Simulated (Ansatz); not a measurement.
# GaH3OS: a reaction over two bond lengths

How does the energy of GaH3OS change over two coordinates at once? A grid of runs gives the map.

Computed with Ansatz 0.2.0. Level: RKS PBE0-D4/def2-SVP.

## 1. Reference run: GaH3OS, relaxed

File input.yaml:

```yaml
crystal:
  periodic: [false, false, false]
  atoms:
    - { symbol: Ga, position_ang: [-0.957337, 0.506477, 0.200563] }
    - { symbol: S, position_ang: [1.43731, 0.045652, -0.837971] }
    - { symbol: O, position_ang: [-1.018068, -1.243116, 0.076544] }
    - { symbol: H, position_ang: [0.151158, -1.136958, -0.412928] }
    - { symbol: H, position_ang: [-1.595104, 1.871554, 0.56416] }
    - { symbol: H, position_ang: [1.982142, -0.04361, 0.409731] }
basis:
  gaussian: { orbitals: def2-SVP }
hamiltonian:
  xc: pbe0
  dispersion: d4
output:
  forces: true
relax:
  f_tol: 0.02
  max_steps: 120
  constraints: [{ distance: [1, 3] }, { distance: [0, 1] }, { distance: [2, 3] }]
  escape_saddle: false
```

The run is started by

```bash
> ansatz run input.yaml --threads 1 --pin off --max-ram 2560MiB --backend cpu --events-out ev --progress --plain --runs-dir out
```

The program printed, shortened:

```text
Warning: RAYON_NUM_THREADS=1 ignored (pool sized by the plan → 1); use --threads N
[...]
Functional definition: PBE0
[...]
815 factors; integrals over basis functions are off by at most 3.2e-4 eV
[...]
mean field -65284.19954257 eV, -2399.1500819697 hartree, gradient 3.8e-5 eV, S^2 0.000000; 0 other end points of the search recorded, 0 dependent functions left out
[...]
reference -65284.19956821 eV, -2399.1500829119 hartree; 29, 29 occupied and 50, 50 virtual orbitals, 815 factors
relax step   1: F+E_penalty+E_count = -65284.29857754 eV  Δ(F+E_penalty+E_count) = +0.000e0 eV  max|allowed force component| = 6.006e-1 eV/Å  Δτ_max = 0.0000 Å  (27 SCF iters, accepted)
[...]
relax step   4: F+E_penalty+E_count = -65284.30874308 eV  Δ(F+E_penalty+E_count) = -2.127e-5 eV  max|allowed force component| = 5.339e-2 eV/Å  Δτ_max = 0.0051 Å  (25 SCF iters, accepted)
[...]
relax step   5: F+E_penalty+E_count = -65284.30885258 eV  Δ(F+E_penalty+E_count) = -1.095e-4 eV  max|allowed force component| = 4.397e-3 eV/Å  Δτ_max = 0.0029 Å  (25 SCF iters, accepted)
  distance S 1 - H 3 held at 1.798170 Å   reaction = -3.4862e-1 eV/Å
  distance Ga 0 - S 1 held at 2.650518 Å   reaction = +1.2944e0 eV/Å
  distance O 2 - H 3 held at 1.271983 Å   reaction = +2.4343e0 eV/Å
815 factors; integrals over basis functions are off by at most 3.2e-4 eV
mean field -65284.20960052 eV, -2399.1504515926 hartree, gradient 8.0e-6 eV, S^2 0.000000; 1 other end points of the search recorded, 0 dependent functions left out
[...]
reference -65284.20962624 eV, -2399.1504525377 hartree; 29, 29 occupied and 50, 50 virtual orbitals, 815 factors
Total energy: -65284.30887830 eV, -2399.1540999836 hartree
Atom 0 at    -0.969060     0.497363     0.200825 Å, force     1.172823    -0.223349    -0.503926 eV/Å
Atom 1 at     1.432934     0.047119    -0.825309 Å, force    -0.922038     0.448660     0.422099 eV/Å
Atom 2 at    -1.024861    -1.230750     0.072429 Å, force     2.243290     0.169755    -0.928018 eV/Å
Atom 3 at     0.147835    -1.140767    -0.411957 Å, force    -2.493718    -0.401640     1.008598 eV/Å
Atom 4 at    -1.579793     1.860804     0.560783 Å, force    -0.000174     0.004397     0.002727 eV/Å
Atom 5 at     1.993047    -0.033770     0.403327 Å, force    -0.000184     0.002177    -0.001480 eV/Å
Dipole moment:    -0.189046     0.548149     0.320354 e Å
```

Run time: 18 s. Hardware: 1 thread of Arm Neoverse V2, shared host; peak memory 0.15 GiB.

The steps of the relaxation:

| step | energy from step 1 (eV) | largest force component (eV/Å) |
| --- | --- | --- |
| 1 | 0.0000 | 0.6006 |
| 2 | -0.0072 | 0.2953 |
| 3 | -0.0101 | 0.0535 |
| 4 | -0.0102 | 0.0534 |
| 5 | -0.0103 | 0.0044 |

Distances of close pairs at the start and the end, largest changes first:

```
  bond  before (Å)  after (Å)  change (Å)
Ga1–O3       1.755      1.734      -0.021
Ga1–H5       1.550      1.537      -0.013
 S2–H6       1.364      1.353      -0.012
Ga1–S2       2.651      2.651      +0.000
```

## 2. Setting up the map

First coordinate, distance S2–H4 (bond that forms): 9 values from 1.224 to 2.424 Å. Second coordinate, distance O3–H4 (bond that breaks): 9 values from 0.873 to 2.673 Å.

Relaxed at each point: all other coordinates. Energies count from a guessed transition structure relaxed with its forming and breaking bonds held. Points are written as (first, second).

Below, 2 of the grid's runs; all are launched alike.

## 3. The run at (2.424 Å, 2.396 Å)

File input.yaml:

```yaml
crystal:
  periodic: [false, false, false]
  atoms:
    - { symbol: Ga, position_ang: [-0.797519, 0.46041, 0.126598] }
    - { symbol: S, position_ang: [1.396622, 0.382098, -0.720401] }
    - { symbol: O, position_ang: [-1.639436, -1.050959, 0.281861] }
    - { symbol: H, position_ang: [0.411539, -1.832331, -0.679271] }
    - { symbol: H, position_ang: [-1.272527, 1.896969, 0.478304] }
    - { symbol: H, position_ang: [1.901419, 0.143815, 0.513008] }
basis:
  gaussian: { orbitals: def2-SVP }
hamiltonian:
  xc: pbe0
  dispersion: d4
output:
  forces: true
relax:
  f_tol: 0.02
  max_steps: 50
  escape_saddle: false
  constraints: [{ distance: [1, 3] }, { distance: [2, 3] }]
scf:
  lower_state_search: "off"
```

The run is started by

```bash
> ansatz run input.yaml --threads 1 --pin off --max-ram 2560MiB --backend cpu --events-out ev --progress --plain --runs-dir out
```

The program printed, shortened:

```text
Warning: RAYON_NUM_THREADS=1 ignored (pool sized by the plan → 1); use --threads N
[...]
Functional definition: PBE0
[...]
807 factors; integrals over basis functions are off by at most 4.3e-4 eV
[...]
mean field -65280.65510954 eV, -2399.0198264584 hartree, gradient 5.6e-6 eV, S^2 0.000000; 0 other end points of the search recorded, 0 dependent functions left out
[...]
reference -65280.65513649 eV, -2399.0198274487 hartree; 29, 29 occupied and 50, 50 virtual orbitals, 807 factors
relax step   1: F+E_penalty+E_count = -65280.76368440 eV  Δ(F+E_penalty+E_count) = +0.000e0 eV  max|allowed force component| = 4.474e-1 eV/Å  Δτ_max = 0.0000 Å  (18 SCF iters, accepted)
[...]
relax step   5: F+E_penalty+E_count = -65280.78720611 eV  Δ(F+E_penalty+E_count) = -8.348e-4 eV  max|allowed force component| = 3.355e-2 eV/Å  Δτ_max = 0.0108 Å  (24 SCF iters, accepted)
[...]
relax step   6: F+E_penalty+E_count = -65280.78726502 eV  Δ(F+E_penalty+E_count) = -5.891e-5 eV  max|allowed force component| = 9.639e-3 eV/Å  Δτ_max = 0.0022 Å  (18 SCF iters, accepted)
  distance S 1 - H 3 held at 2.424000 Å   reaction = +1.6843e0 eV/Å
  distance O 2 - H 3 held at 2.396000 Å   reaction = +1.5605e0 eV/Å
Total energy: -65280.78729191 eV, -2399.0246840706 hartree
Atom 0 at    -0.857377     0.472501     0.152288 Å, force    -0.000897    -0.001323    -0.000467 eV/Å
Atom 1 at     1.365767     0.377802    -0.717802 Å, force    -0.642662    -1.556738     0.008123 eV/Å
Atom 2 at    -1.600937    -1.074229     0.269031 Å, force     1.333959    -0.514214    -0.626022 eV/Å
Atom 3 at     0.446259    -1.864885    -0.692564 Å, force    -0.694392     2.073314     0.608486 eV/Å
Atom 4 at    -1.226569     1.946376     0.473687 Å, force    -0.000098     0.000757     0.000241 eV/Å
Atom 5 at     1.872955     0.142437     0.515460 Å, force     0.004089    -0.001794     0.009639 eV/Å
Dipole moment:     0.571576     0.309678     0.014136 e Å
Checks for a lower state left out: stability, starts, cluster_reference, orbital_swaps, neighbouring_geometries, increment
```

Wall time 15 s (1 thread of Arm Neoverse V2, shared host); peak memory 0.14 GiB.

The steps of the relaxation:

| step | energy from step 1 (eV) | largest force component (eV/Å) |
| --- | --- | --- |
| 1 | 0.0000 | 0.4474 |
| 2 | -0.0136 | 0.3675 |
| 3 | -0.0196 | 0.2533 |
| 4 | -0.0227 | 0.1285 |
| 5 | -0.0235 | 0.0336 |
| 6 | -0.0236 | 0.0096 |

Close pairs (by a distance rule), those that changed most:

| bond | before (Å) | after (Å) | change (Å) |
| --- | --- | --- | --- |
| Ga1–S2 | 2.353 | 2.389 | +0.036 |
| Ga1–O3 | 1.737 | 1.720 | -0.017 |
| Ga1–H5 | 1.553 | 1.553 | -0.000 |
| S2–H6 | 1.354 | 1.354 | +0.000 |

Energy on the map's scale: 340 kJ/mol.

## 4. Grid point (2.424 Å, 1.007 Å)

File input.yaml:

```yaml
crystal:
  periodic: [false, false, false]
  atoms:
    - { symbol: Ga, position_ang: [-0.610719, 0.435242, 0.170739] }
    - { symbol: S, position_ang: [1.465477, -0.216907, -0.14772] }
    - { symbol: O, position_ang: [-1.30814, -1.140486, -0.305187] }
    - { symbol: H, position_ang: [-0.460185, -1.644526, -0.507588] }
    - { symbol: H, position_ang: [-1.326157, 1.721098, 0.625173] }
    - { symbol: H, position_ang: [2.239825, 0.84558, 0.164683] }
basis:
  gaussian: { orbitals: def2-SVP }
hamiltonian:
  xc: pbe0
  dispersion: d4
output:
  forces: true
relax:
  f_tol: 0.02
  max_steps: 50
  escape_saddle: false
  constraints: [{ distance: [1, 3] }, { distance: [2, 3] }]
scf:
  lower_state_search: "off"
```

The run is started by

```bash
> ansatz run input.yaml --threads 1 --pin off --max-ram 2560MiB --backend cpu --events-out ev --progress --plain --runs-dir out
```

The program printed:

```text
Warning: RAYON_NUM_THREADS=1 ignored (pool sized by the plan → 1); use --threads N
The last accepted step is kept in <dir> (removed where the run ends without a failure and the disk answers)
Engine: ansatz 0.2.0, aarch64-unknown-linux-gnu
Functional definition: PBE0
  parameter a = 0.25
  parameter kappa = 0.804
  parameter beta = 0.06672455060314922
  exchange = (1 - a)*pbe_x(kappa = kappa, mu = beta*pi^2/3) + a*exact_x
  correlation = pbe_c(beta = beta)
these checks for a lower state are left out or cut short: stability, starts, cluster_reference, orbital_swaps, neighbouring_geometries, increment
812 factors; integrals over basis functions are off by at most 2.6e-4 eV
mean field evaluation 1: about -65280.7445 eV, gradient 5.4e1 eV
mean field evaluation 2: about -65251.3140 eV, gradient 1.3e2 eV
mean field evaluation 4: about -65285.8657 eV, gradient 7.4e0 eV
mean field evaluation 8: about -65285.9615 eV, gradient 8.5e-2 eV
mean field evaluation 16: about -65285.9615 eV, gradient 5.8e-6 eV
mean field -65285.96151060 eV, -2399.2148331004 hartree, gradient 5.8e-6 eV, S^2 0.000000; 0 other end points of the search recorded, 0 dependent functions left out
the calculation of the forces begins
reference -65285.96153614 eV, -2399.2148340389 hartree; 29, 29 occupied and 50, 50 virtual orbitals, 812 factors
relax step   1: F+E_penalty+E_count = -65286.06004421 eV  Δ(F+E_penalty+E_count) = +0.000e0 eV  max|allowed force component| = 1.559e-1 eV/Å  Δτ_max = 0.0000 Å  (14 SCF iters, accepted)
  distance S 1 - H 3 held at 2.424000 Å   reaction = -6.7058e-1 eV/Å
  distance O 2 - H 3 held at 1.007001 Å   reaction = +1.5421e0 eV/Å
these checks for a lower state are left out or cut short: stability, starts, cluster_reference, orbital_swaps, neighbouring_geometries, increment
812 factors; integrals over basis functions are off by at most 2.6e-4 eV
mean field -65285.96646779 eV, -2399.2150152740 hartree, gradient 2.7e-6 eV, S^2 0.000000; 0 other end points of the search recorded, 0 dependent functions left out
the calculation of the forces begins
reference -65285.96649315 eV, -2399.2150162058 hartree; 29, 29 occupied and 50, 50 virtual orbitals, 812 factors
relax step   2: F+E_penalty+E_count = -65286.06513947 eV  Δ(F+E_penalty+E_count) = -5.095e-3 eV  max|allowed force component| = 1.764e-1 eV/Å  Δτ_max = 0.0817 Å  (17 SCF iters, accepted)
  distance S 1 - H 3 held at 2.424000 Å   reaction = -8.1094e-1 eV/Å
  distance O 2 - H 3 held at 1.007001 Å   reaction = +1.5401e0 eV/Å
these checks for a lower state are left out or cut short: stability, starts, cluster_reference, orbital_swaps, neighbouring_geometries, increment
812 factors; integrals over basis functions are off by at most 2.6e-4 eV
mean field -65285.96843656 eV, -2399.2150876246 hartree, gradient 2.2e-6 eV, S^2 0.000000; 0 other end points of the search recorded, 0 dependent functions left out
the calculation of the forces begins
reference -65285.96846195 eV, -2399.2150885580 hartree; 29, 29 occupied and 50, 50 virtual orbitals, 812 factors
relax step   3: F+E_penalty+E_count = -65286.06700638 eV  Δ(F+E_penalty+E_count) = -1.867e-3 eV  max|allowed force component| = 7.762e-2 eV/Å  Δτ_max = 0.0273 Å  (18 SCF iters, accepted)
  distance S 1 - H 3 held at 2.424000 Å   reaction = -7.7863e-1 eV/Å
  distance O 2 - H 3 held at 1.007001 Å   reaction = +1.5449e0 eV/Å
these checks for a lower state are left out or cut short: stability, starts, cluster_reference, orbital_swaps, neighbouring_geometries, increment
812 factors; integrals over basis functions are off by at most 2.6e-4 eV
mean field evaluation 32: about -65285.9693 eV, gradient 1.8e-2 eV
mean field -65285.96938331 eV, -2399.2151224173 hartree, gradient 2.1e-6 eV, S^2 0.000000; 0 other end points of the search recorded, 0 dependent functions left out
the calculation of the forces begins
reference -65285.96940874 eV, -2399.2151233517 hartree; 29, 29 occupied and 50, 50 virtual orbitals, 812 factors
relax step   4: F+E_penalty+E_count = -65286.06787798 eV  Δ(F+E_penalty+E_count) = -8.716e-4 eV  max|allowed force component| = 4.798e-2 eV/Å  Δτ_max = 0.0301 Å  (18 SCF iters, accepted)
  distance S 1 - H 3 held at 2.424000 Å   reaction = -7.4693e-1 eV/Å
  distance O 2 - H 3 held at 1.007001 Å   reaction = +1.5474e0 eV/Å
these checks for a lower state are left out or cut short: stability, starts, cluster_reference, orbital_swaps, neighbouring_geometries, increment
812 factors; integrals over basis functions are off by at most 2.6e-4 eV
mean field -65285.96988971 eV, -2399.2151410271 hartree, gradient 2.2e-6 eV, S^2 0.000000; 0 other end points of the search recorded, 0 dependent functions left out
the calculation of the forces begins
reference -65285.96991511 eV, -2399.2151419607 hartree; 29, 29 occupied and 50, 50 virtual orbitals, 812 factors
relax step   5: F+E_penalty+E_count = -65286.06841972 eV  Δ(F+E_penalty+E_count) = -5.417e-4 eV  max|allowed force component| = 2.542e-2 eV/Å  Δτ_max = 0.0128 Å  (18 SCF iters, accepted)
  distance S 1 - H 3 held at 2.424000 Å   reaction = -7.5356e-1 eV/Å
  distance O 2 - H 3 held at 1.007001 Å   reaction = +1.5478e0 eV/Å
these checks for a lower state are left out or cut short: stability, starts, cluster_reference, orbital_swaps, neighbouring_geometries, increment
812 factors; integrals over basis functions are off by at most 2.6e-4 eV
mean field -65285.96996064 eV, -2399.2151436338 hartree, gradient 1.7e-6 eV, S^2 0.000000; 0 other end points of the search recorded, 0 dependent functions left out
the calculation of the forces begins
reference -65285.96998604 eV, -2399.2151445672 hartree; 29, 29 occupied and 50, 50 virtual orbitals, 812 factors
relax step   6: F+E_penalty+E_count = -65286.06849501 eV  Δ(F+E_penalty+E_count) = -7.529e-5 eV  max|allowed force component| = 1.450e-2 eV/Å  Δτ_max = 0.0030 Å  (14 SCF iters, accepted)
  distance S 1 - H 3 held at 2.424000 Å   reaction = -7.4673e-1 eV/Å
  distance O 2 - H 3 held at 1.007001 Å   reaction = +1.5483e0 eV/Å
Total energy: -65286.06852041 eV, -2399.2187656384 hartree
Atom 0 at    -0.592671     0.414940     0.164138 Å, force    -0.014501    -0.005248    -0.002053 eV/Å
Atom 1 at     1.484096    -0.232703    -0.152594 Å, force     0.604898     0.439113     0.112262 eV/Å
Atom 2 at    -1.326184    -1.144723    -0.304458 Å, force     1.325877    -0.745361    -0.307263 eV/Å
Atom 3 at    -0.466047    -1.628823    -0.504113 Å, force    -1.916025     0.319655     0.199776 eV/Å
Atom 4 at    -1.284064     1.716349     0.621161 Å, force     0.008469     0.003819     0.001440 eV/Å
Atom 5 at     2.184970     0.874962     0.175967 Å, force    -0.008720    -0.011978    -0.004163 eV/Å
Dipole moment:     0.192588     0.429096     0.130700 e Å
Checks for a lower state left out: stability, starts, cluster_reference, orbital_swaps, neighbouring_geometries, increment
```

It took 14 s on 1 thread of Arm Neoverse V2, shared host; peak memory 0.14 GiB.

Step by step:

```csv
step,energy from step 1 (eV),largest force component (eV/Å)
1,0.0000,0.1559
2,-0.0051,0.1764
3,-0.0070,0.0776
4,-0.0078,0.0480
5,-0.0084,0.0254
6,-0.0085,0.0145
```

Close pairs (by a distance rule), those that changed most:

```
  bond  before (Å)  after (Å)  change (Å)
Ga1–H5       1.540      1.543      +0.003
Ga1–O3       1.788      1.786      -0.002
Ga1–S2       2.199      2.198      -0.001
 S2–H6       1.351      1.351      +0.000
 O3–H4       1.007      1.007      +0.000
```

Energy on the map's scale: −170 kJ/mol.

## 5. Energy over the grid

81 points were computed. Energies in kJ/mol, from a guessed transition structure relaxed with its forming and breaking bonds held:

```csv
"distance O3–H4 (bond that breaks) (Å) ↓, distance S2–H4 (bond that forms) (Å) →",1.224,1.313,1.436,1.576,1.729,1.891,2.062,2.240,2.424
2.673,80,56,61,97,152,214,277,331,373
2.396,80,55,58,92,144,202,258,304,340
2.129,82,54,54,83,129,179,225,262,290
1.873,89,57,50,70,104,141,174,200,220
1.630,106,65,45,48,65,85,103,117,128
1.401,142,84,41,21,14,14,15,17,16
1.191,208,123,47,−4,−37,−58,−73,−88,−100
1.007,291,179,72,−7,−64,−104,−133,−154,−170
0.873,406,276,149,53,−16,−64,−99,−124,−142
```

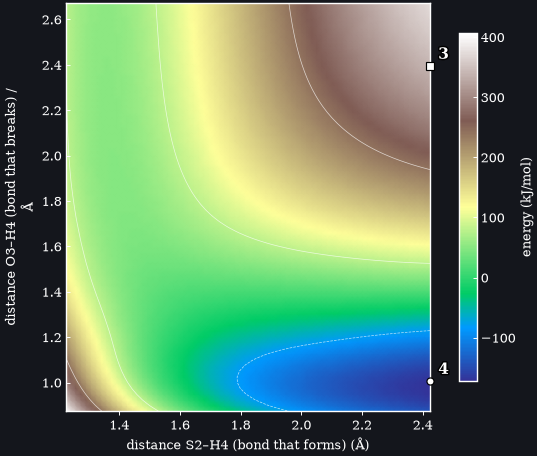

The map; numbers mark the steps of this session that print a point's run. The picture shows a smooth colour map. Between grid points the surface is interpolated.

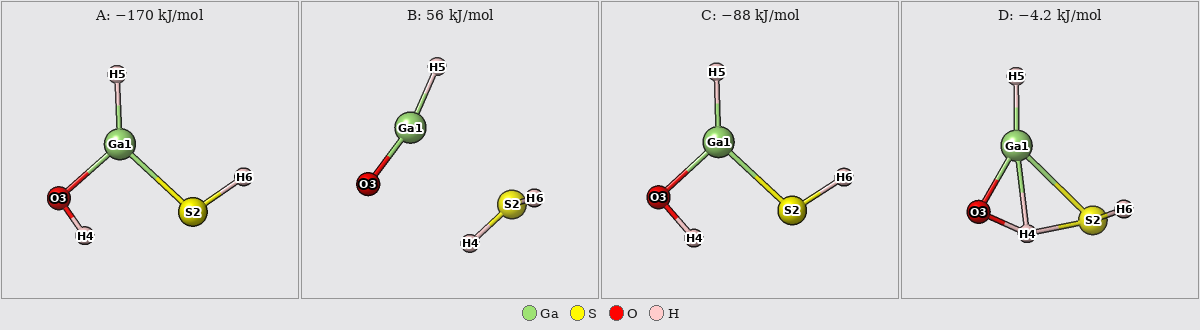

Structures on the grid, at one scale: A at (2.424 Å, 1.007 Å); B at (1.313 Å, 2.673 Å); C at (2.240 Å, 1.191 Å); D at (1.576 Å, 1.191 Å).

On the same grid, dipole moment (D):

```tsv
distance O3–H4 (bond that breaks) (Å) ↓, distance S2–H4 (bond that forms) (Å) →	1.224	1.313	1.436	1.576	1.729	1.891	2.062	2.240	2.424
2.673	4.10	4.07	4.06	4.06	4.04	4.02	4.01	3.92	3.57
2.396	3.91	3.86	3.85	3.88	3.83	3.82	3.71	3.49	3.12
2.129	3.68	3.67	3.66	3.66	3.62	3.54	3.33	3.00	2.63
1.873	3.55	3.55	3.51	3.46	3.37	3.18	2.88	2.53	2.18
1.630	3.52	3.46	3.39	3.27	3.09	2.81	2.49	2.15	1.86
1.401	3.49	3.39	3.26	3.09	2.86	2.58	2.28	2.03	2.16
1.191	3.46	3.37	3.22	3.08	2.84	2.57	2.72	2.50	2.22
1.007	3.67	3.63	3.56	3.46	3.31	3.11	2.88	2.62	2.34
0.873	3.83	3.78	3.69	3.57	3.42	3.23	3.00	2.74	2.47
```

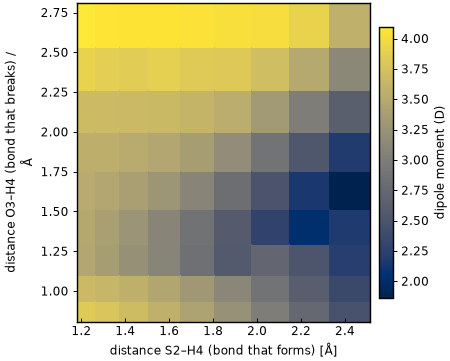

The dipole moment over the grid. In the figure: one coloured cell a grid point.

## 6. Outcome

| quantity | value |
| --- | --- |
| lowest point | (2.424 Å, 1.007 Å), −170 kJ/mol |
| highest computed point | (1.224 Å, 0.873 Å), 576 kJ/mol above the lowest |
| dipole moment (D) | 1.86 at (2.424 Å, 1.630 Å) to 4.10 at (1.224 Å, 2.673 Å); 2.34 at the lowest point |
| time for the whole task | 22 min on 1 thread, shared host |

The lowest computed point is at (2.424 Å, 1.007 Å), −170 kJ/mol from a guessed transition structure relaxed with its forming and breaking bonds held. It lies at the edge of the scanned range, so the true minimum may lie outside. The highest computed point, (1.224 Å, 0.873 Å), lies 576 kJ/mol above the lowest. The reference is spin-restricted, so regions with a bond pulled apart lie too high.
